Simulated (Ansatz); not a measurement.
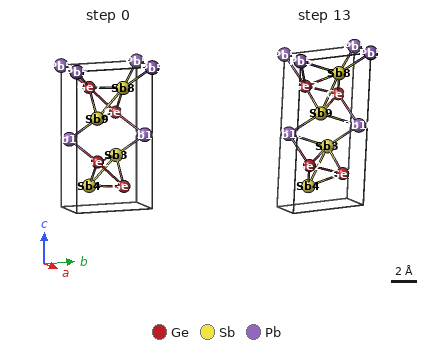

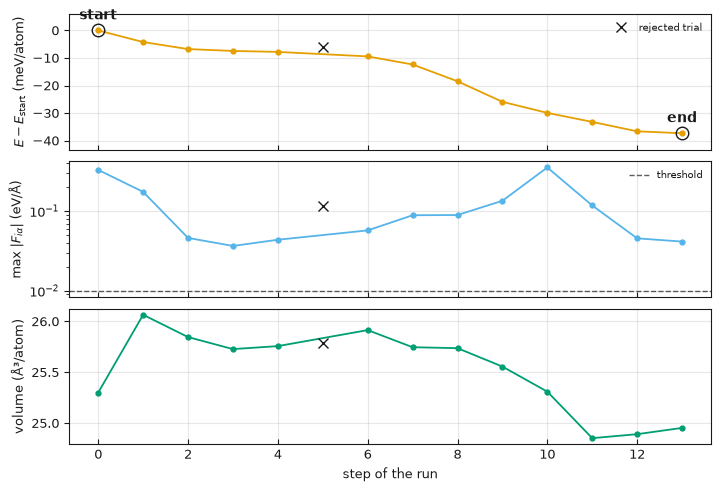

First and last geometry of a relaxation of crystalline Ge₂Sb₂Pb (built on the K2Te2Pd-71 type type), with the history of the run. A ball-and-stick model of the cell of the calculation, reduced to other axes, seen slightly off an axis. Lengths and directions refer to the drawn axes.

Case: shaken.

These are results of DFT, PBEsol, plane waves, PAW in Ansatz, not measurements.

The input:
```yaml
crystal:
  lattice:
    - [-3.7131095292, 8.4656557352, 7.9812345438]
    - [1.8707093715, -4.2595169668, 4.0258396449]
    - [1.8473954909, 4.2555486964, -4.0192585702]
  atoms:
    - { symbol: Ge, position: [0.1517375294, 0.8130154199, 0.5089504906] }
    - { symbol: Ge, position: [0.3461848337, 0.2010809619, 0.5057833901] }
    - { symbol: Sb, position: [0.3492341347, 0.5022928261, 0.1984223199] }
    - { symbol: Sb, position: [0.154706029, 0.5047081154, 0.805513041] }
    - { symbol: Pb, position: [-0.0038619693, -0.0145976594, -0.0114180506] }
    - { symbol: Ge, position: [0.6517031153, 0.7964272737, 0.4883147213] }
    - { symbol: Ge, position: [0.8490137049, 0.1949628711, 0.4941807353] }
    - { symbol: Sb, position: [0.8466147788, 0.5015195358, 0.1877811121] }
    - { symbol: Sb, position: [0.6523109421, 0.50779255, 0.8101773912] }
    - { symbol: Pb, position: [0.4995553502, 0.0037949128, 0.0085857982] }
kpoints:
  mp_grid: { grid: [6, 6, 6] }
hamiltonian:
  xc: pbesol
scf:
  occupations: { method: fermi_dirac, width: 0.05 }
relax:
  f_tol: 0.01
  cell: {}
  max_steps: 120
```

Run as
```bash
ansatz run input.yaml --threads 2 --pin off --max-ram 2211MiB --backend cpu --events-out ev --progress --plain --runs-dir out
```

> What do the curves and the structures tell?

The run was cut off at its time limit before the relaxation converged, so the last structure is only a point on the way. After 12 accepted moves (13 points after the start) the energy has fallen by 37.3 meV per atom. Largest force component: 0.33 eV/Å at the start, 0.042 eV/Å at the end. Pressure: 0.70 GPa at the start and 0.24 GPa at the end. The line search rejected the trial step at point 5 of the run. Ge6 moves most relative to the cell: 0.84 Å along [−1 3 2]. Largest moves by element: Ge 0.84 Å, Sb 0.43 Å, Pb 0.05 Å. The volume changes by −1.4 %, with a 3.718 → 3.774 Å (+1.5 %), b 6.138 → 5.719 Å (−6.8 %), c 11.636 → 12.499 Å (+7.4 %), α 86.9° → 80.3°, γ 72.6° → 70.1°. Among the contacts that change: Sb9–Pb10 4.388 → 3.474 Å, Sb4–Pb5 4.412 → 3.513 Å, Sb3–Pb10 4.318 → 3.518 Å, Pb5–Sb8 4.271 → 3.481 Å. Bond angles that change, for instance: Pb5–Ge7–Sb8 144.8° → 106.9°, Sb9–Ge6–Pb10 144.5° → 106.8°, Sb9–Ge6–Pb10 144.5° → 107.5°. The space group stays P1 (No. 1).
